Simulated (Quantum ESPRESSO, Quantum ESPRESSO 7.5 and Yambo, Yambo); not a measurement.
# CdSe (F-43m): G0W0 on several meshes in Yambo

How does the mesh move the gap of CdSe (F-43m)?

Calculated with Quantum ESPRESSO 7.5 and Yambo 5.3.0; PBE and many-body steps on it, plane waves.

## 1. Starting point

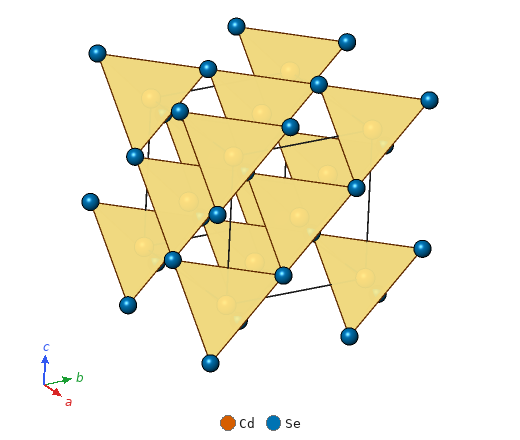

The cell as given, from a free direction (cadmium orange, selenium blue). This picture shows the conventional cell, with its axes. Some periodic images of atoms are drawn too.

The cell and positions are those that the Materials Project relaxed with its own functionals (PBE, PBE+U or r2SCAN), kept fixed.

## 2. Empty states on the mesh, 4×4×4 mesh, 389 bands

This step: Quantum ESPRESSO 7.5; DFT, PBE, plane waves, norm-conserving pseudopotentials.

The sums over transitions need many empty states on a uniform mesh; this step solves for them.

pw.in reads:

```
&control
  calculation = 'nscf'
  prefix = 'x'
  outdir = 'o'
  pseudo_dir = 'pseudo'
/
&system
  ibrav = 0
  nat = 2
  ntyp = 2
  ecutwfc = 94.0
  nbnd = 389
  force_symmorphic = .true.
/
&electrons
  conv_thr = 1e-9
  electron_maxstep = 80
  diago_full_acc = .true.
  diago_thr_init = 5e-6
/
ATOMIC_SPECIES
  Cd 112.41 Cd.upf
  Se 78.971 Se.upf
CELL_PARAMETERS angstrom
  -0.0000000000 3.0702711986 3.0702711986
  3.0702711986 -0.0000000000 3.0702711986
  3.0702711986 3.0702711986 -0.0000000000
ATOMIC_POSITIONS crystal
  Cd 0.0000000000 0.0000000000 0.0000000000
  Se 0.7500000000 0.7500000000 0.7500000000
K_POINTS automatic
  4 4 4 0 0 0
```

On the command line:

```sh
> OMP_NUM_THREADS=1 mpirun -n 4 pw.x -nk 4 -in pw.in > pw.out
```

Output:

```text
Program PWSCF v.7.5 starts

     This program is part of the open-source Quantum ESPRESSO suite
     for quantum simulation of materials; please cite
         "P. Giannozzi et al., J. Phys.:Condens. Matter 21 395502 (2009);
         "P. Giannozzi et al., J. Phys.:Condens. Matter 29 465901 (2017);
         "P. Giannozzi et al., J. Chem. Phys. 152 154105 (2020);
     in publications or presentations arising from this work. More details at

     Atomic positions and unit cell read from directory:
     o/x.save/

     Message from routine setup:
[...]
58.8809  58.8809  59.6407  59.6978  60.5345  60.5345  62.3366  62.7241
     [... 37 further rows ...]
   194.6028 194.6028 194.7051 195.3712 196.1606 196.1606 197.1940 197.1940
   197.2232 198.4015 198.4015 199.2145 199.5798

          k = 0.3536 0.0000 0.0000 (  6030 PWs)   bands (ev):

     [... further k-points ...]

     highest occupied, lowest unoccupied level (ev):     7.3616    7.9091

     XML data file, pseudopotentials, collected wavefunctions

=------------------------------------------------------------------------------=
   JOB DONE.
=------------------------------------------------------------------------------=
```

The job ended after 2.2 min (4 MPI ranks of Arm Neoverse N1, shared host; peak memory 1 GiB).

Numbers from this step:

* gap: 0.5475 eV
* k of the valence top: 0, 0, 0
* k of the conduction bottom: 0, 0, 0
* least direct gap: 0.5475 eV
* k points computed: 8
* lowest point of the top converged band, above the valence top: 190.6973 eV

On this mesh the gap is 0.547 eV.

The density comes from a self-consistent run that is not shown.

## 3. Conversion and set-up

This step: Yambo 5.3.0; conversion and set-up on PBE, plane waves, norm-conserving pseudopotentials.

The states are converted to the many-body program's format and the q mesh is built.

On the command line:

```sh
> (cd o/x.save; p2y > p2y.log; mv SAVE ../..); yambo > setup.log
```

Output:

```text
 Yambo, version 5.3.0

 [02] CORE Variables Setup
 =========================

  [02.01] Unit cells
  ==================

  Cell kind             :  FCC
  Atoms in the cell     :  Cd  Se
  number of Cd atoms    :  1
  number of Se atoms    :  1

  List of atomic masses
  Mass of Cd    :  112.4100
  Mass of Se    :  78.97100

  List of atomic coordinates    : [cc]
  Cd1       :  0.000000  0.000000  0.000000  order 1
  Se1       :  8.702958  8.702958  8.702958  order 2

  Alat factors          :  5.801972  5.801972  5.801972 [a.u.]
  Direct lattice volume :  390.6221 [a.u.]
[...]
==========================================

 IBZ Q-points                                      :   8
 BZ  Q-points                                      :   64

 K/Q-points units:
 rlu = crystal or reduced units; cc = cartesian coordinates; iku = interal k-units

 Q [1]          [rlu]:  0.000000  0.000000  0.000000
 Q [2]          [rlu]: -0.74024E-17  0.64753E-17  0.25000
 Q [3]          [rlu]:  0.14805E-16 -0.12951E-16 -0.50000
[...]
Q [7]          [rlu]:  0.13563E-16 -0.50000     -0.50000
 Q [8]          [rlu]:  0.250000 -0.500000 -0.250000

  [03.01] X indexes
  =================

   [03.01.01] Sigma indexes
   ========================

 [06] Game Over & Game summary
```

The job ended after 4.4 s (1 MPI rank; peak memory 0.26 GiB).

## 4. 4×4×4

Now the one-shot GW correction: screening in the RPA, then the self-energy of the levels asked for.

This step: G0W0 on PBE, plane waves, norm-conserving pseudopotentials.

gw2.in reads:

```
HF_and_locXC
gw0
dyson
ppa
em1d
rim_cut
RandQpts= 1000000
RandGvec= 1 RL
EXXRLvcs= 94 Ry
VXCRLvcs= 376 Ry
Chimod= "HARTREE"
% BndsRnXp
 1 | 169 |
%
NGsBlkXp= 10.5 Ry
% LongDrXp
 1 | 1 | 1 |
%
% GbndRnge
 1 | 169 |
%
DysSolver= "n"
ExtendOut
PPAPntXp= 27.21138 eV
% QPkrange
 1 | 1 | 17 | 20 |
%
```

On the command line:

```sh
> OMP_NUM_THREADS=1 mpirun -n 4 yambo -F gw2.in -J gw2 -C gw2 > gw2.log
```

Output:

```text
 Yambo, version 5.3.0

 [02] CORE Variables Setup
 =========================

  [... cell, symmetries and grids as in the set-up ...]

  [02.05] Energies & Occupations
  ==============================

  [X] === General ===
  [X] Electronic Temperature                        :  0.000000  0.000000 [eV K]
  [X] Bosonic    Temperature                        :  0.000000  0.000000 [eV K]
  [X] Finite Temperature mode                       : no
  [X] El. density                                   :  0.62193E+24 [cm-3]
  [X] Fermi Level                                   :  7.361628 [eV]

  [X] === Gaps and Widths ===
  [X] Conduction Band Min                           :  0.547474 [eV]
  [X] Valence Band Max                              :  0.000000 [eV]
  [X] Filled Bands                                  :  18
  [X] Empty Bands                                   :    19   389
  [X] Direct Gap                                    :  0.547474 [eV]
  [X] Direct Gap localized at k                     :  1
  [X] Indirect Gap                                  :  0.547474 [eV]
  [X] Indirect Gap between kpts                     :  1  1
  [X] Last valence band width                       :  2.085577 [eV]
  [X] 1st conduction band width                     :  4.363902 [eV]

 [03] Transferred momenta grid and indexing
 ==========================================

 IBZ Q-points                                      :   8
 BZ  Q-points                                      :   64

 K/Q-points units:
 rlu = crystal or reduced units; cc = cartesian coordinates; iku = interal k-units

 Q [1]          [rlu]:  0.000000  0.000000  0.000000
 Q [2]          [rlu]: -0.74024E-17  0.64753E-17  0.25000
 Q [3]          [rlu]:  0.14805E-16 -0.12951E-16 -0.50000
 Q [4]          [rlu]: -0.67816E-17  0.25000      0.25000
 Q [5]          [rlu]: -0.13780E-16  0.25000      0.50000
 Q [6]          [rlu]: -0.12951E-16  0.25000     -0.25000
 Q [7]          [rlu]:  0.13563E-16 -0.50000     -0.50000
 Q [8]          [rlu]:  0.250000 -0.500000 -0.250000

 [04] Coloumb potential Random Integration (RIM)
 ===============================================

  [04.01] RIM initialization
  ==========================

  * Diagonal components only detected *

  8 x (sBL volume)        :  0.079377 [a.u.]
  sBZ random points       :  1000000
  Points outside the sBZ  :   7999624
  RL volume               :  0.635013 [a.u.]
  Integrated volume       :  0.635043 [a.u.]

  [04.02] RIM integrals
  =====================

  Gamma point sphere radius             :  0.077956 [a.u.]
  Points outside the sphere             :   799635
  [Int_sBZ(q=0) 1/q^2]*(Vol_sBZ)^(-1/3) =:  7.763403
                                 should be <:  7.795600

  Summary of Coulomb integrals for non-metallic bands |Q|[au] RIM/Bare

  Q [1] 0.100000E-4 0.995870 * Q [2] 0.234463 1.065611
  Q [4] 0.270735 1.063960 * Q [6] 0.382877 1.025542
  Q [5] 0.448963 1.019403 * Q [3] 0.468927 1.016307
  Q [7] 0.541470 1.013019 * Q [8] 0.605382 1.010006

 [WARNING] [Xp] User bands 1-169 break level degeneracy

 [05] Dipoles
 ============

  [05.01] Setup: observables and procedures
  =========================================

 [06] Dynamic Dielectric Matrix (PPA)
 ====================================

 [WR./gw2//ndb.pp]---------------------------------------------------------------
  Brillouin Zone Q/K grids (IBZ/BZ)                :    8   64    8   64
  RL vectors                                       :   7239 [WF]
  Coulomb cutoff potential                         : none
  Electronic Temperature                           :  0.000000 [K]
  Bosonic    Temperature                           :  0.000000 [K]
  PPA    diel. fun.  energies                      : Perdew, Burke & Ernzerhof(X)+Perdew, Burke & Ernzerhof(C)
  wavefunctions                                    : Perdew, Burke & Ernzerhof(X)+Perdew, Burke & Ernzerhof(C)
  Global Gauge                                     : length
  X matrix size                                    :  229
  X band range                                     :    1  169
  X e/h energy range                               : -1.000000 -1.000000 [eV]
  X Time ordering                                  : R
  X Hxc Kernel                                     : HARTREE
  X Drude frequency                                :  0.000000  0.000000
  X poles                                          :  100.0000 [o/o]
  RL vectors in the sum                            :   7239
  [r,Vnl] included                                 : yes
  Field direction                                  :  0.577350E-5  0.577350E-5  0.577350E-5
  BZ energy Double Grid                            : no
  BZ energy DbGd points                            : 0
  BZ Q point size factor                           : -1.000000
  X Optical Averaged directions                    : none

 [07] Local Exchange-Correlation + Non-Local Fock
 ================================================

 [VXC] Plane waves :   47855
 [EXS] Plane waves :   6081

 QP @ state[ 1 ] K range:  1  1
 QP @ state[ 1 ] b range:  17  20

 [xc] Functional : Perdew, Burke & Ernzerhof(X)+Perdew, Burke & Ernzerhof(C)
 [xc] LIBXC used to calculate xc functional
  PP Number of Atomic Species                      :  2
  NLCC RL compoments                               :   47855
  PP Number of Atomic Species                      :  2
  NLCC RL compoments                               :   47855

 [xc] E_xc :  -27.04176 [Ha]
      E_xc :  -54.08352 [Ry]

  Local XC kind (lXC) : Perdew, Burke & Ernzerhof(X)+Perdew, Burke & Ernzerhof(C)
  Non-Local XC kind (nlXC) : Hartree-Fock

  Corrections @ K [1] :  [eV]
 <17|nlXC|17> = -18.87319 -0.84714E-17 <17|lXC|17> = -15.31662  0.18882E-15
 <18|nlXC|18> = -18.87316  0.11312E-16 <18|lXC|18> = -15.31662  0.37781E-15
 <19|nlXC|19> = -8.130874  0.72937E-17 <19|lXC|19> = -11.48236  0.94441E-16
 <20|nlXC|20> = -5.557951  0.27281E-18 <20|lXC|20> = -10.19486 -0.59005E-16

 [08] Dyson equation: Newton solver
 ==================================

  [08.01] G0W0 (W PPA)
  ====================

  [  GW  ] Bands range     :    1  169
  [GW/PPA] G damping       :  0.100000 [eV]

  QP @ state[ 1 ] K range:  1  1
  QP @ state[ 1 ] b range:  17  20

   Sc/G bands                                       :    1  169
   Sc/G damping                                     :  0.100000 ev
   Sc bands terminator                              : no
   Sx RL components                                 :   6081

   QP @ state[ 1 ] K range                          :  1  1
   QP @ state[ 1 ] b range                          :  17  20
   GF energies kind                                 : Perdew, Burke & Ernzerhof(X)+Perdew, Burke & Ernzerhof(C)
   GF WF`s kind                                     : Perdew, Burke & Ernzerhof(X)+Perdew, Burke & Ernzerhof(C)
   Xs energies kind                                 : Perdew, Burke & Ernzerhof(X)+Perdew, Burke & Ernzerhof(C)
   Xs WF`s kind                                     : Perdew, Burke & Ernzerhof(X)+Perdew, Burke & Ernzerhof(C)

 [11] Game Over & Game summary
```

Elapsed: 6 min, on 4 MPI ranks; peak memory 2.1 GiB.

This step gave:

```
G0W0 gap on the points computed              : 1.709 eV
starting gap on the mesh                     : 0.5475 eV
k of the valence top                         : 0, 0, 0
k of the conduction bottom                   : 0, 0, 0
least direct G0W0 gap on the computed points : 1.709 eV
Z at the valence top                         : 0.7911
Z at the conduction bottom                   : 0.8118
```

The gap on the mesh goes from 0.55 eV to 1.71 eV, a correction of +1.16 eV.

## 5. Empty states on the mesh, 2×2×2 mesh, 169 bands

This step: Quantum ESPRESSO 7.5; DFT, PBE, plane waves, norm-conserving pseudopotentials.

pw.in: that of step 2 with these lines changed.

```diff
@@ -11,3 +11,3 @@
   ecutwfc = 94.0
-  nbnd = 389
+  nbnd = 169
   force_symmorphic = .true.
@@ -31,2 +31,2 @@
 K_POINTS automatic
-  4 4 4 0 0 0
+  2 2 2 0 0 0
```

On the command line:

```sh
> OMP_NUM_THREADS=1 mpirun -n 4 pw.x -nk 4 -in pw.in > pw.out
```

Output:

```text
[banner, memory and clock lines left out]
Program PWSCF v.7.5 starts

     Atomic positions and unit cell read from directory:
     o/x.save/

     Message from routine setup:
     using ibrav=0 with symmetry is DISCOURAGED, use correct ibrav instead

     Message from routine divide_et_impera:
     suboptimal parallelization: some nodes have no k-points

     G-vector sticks info

     bravais-lattice index     =            0
     lattice parameter (alat)  =       8.2052  a.u.
     unit-cell volume          =     390.6221 (a.u.)^3
     number of atoms/cell      =            2
[...]
[... 10 further rows ...]
[...]
108.4442

          k =-0.3536-0.3536 0.3536 (  5996 PWs)   bands (ev):

[...]
[... 10 further rows ...]
[...]
110.0981

          k =-0.7071 0.0000 0.0000 (  5962 PWs)   bands (ev):

[...]
58.5937  59.8225  59.8225  59.8384  60.4817  61.6976  63.2871  63.2871
     [... 10 further rows ...]
   106.0820 106.1117 108.0474 108.3215 109.2269 109.2269 109.6803 110.7424
   111.3703

     highest occupied, lowest unoccupied level (ev):     7.3616    7.9091

     XML data file, pseudopotentials, collected wavefunctions
```

Wall time 21 s (4 MPI ranks); peak memory 0.48 GiB.

This step gave:

| Item | Value |
| --- | --- |
| gap | 0.5475 eV |
| k of the valence top | 0, 0, 0 |
| k of the conduction bottom | 0, 0, 0 |
| least direct gap | 0.5475 eV |
| k points computed | 3 |
| lowest point of the top converged band, above the valence top | 101.0826 eV |

On this mesh the gap is 0.547 eV.

[end of part 1 of 2]

[Paths, hosts, dates, memory and timing lines, banners, echoed tables and standing remarks are left out of the program output.]

[Logs are printed without paths, hosts, clocks, repeated set-up lines and the standing remarks that a program may print on its own settings, such as how far it seeks lower states.]

[Runs of the session that timed out or met a known fault of the program may be left out.]

[Hosts, paths, dates, database ids (printed as entryN), source tags and the programs' standing remarks are cut or masked in the printed files.]
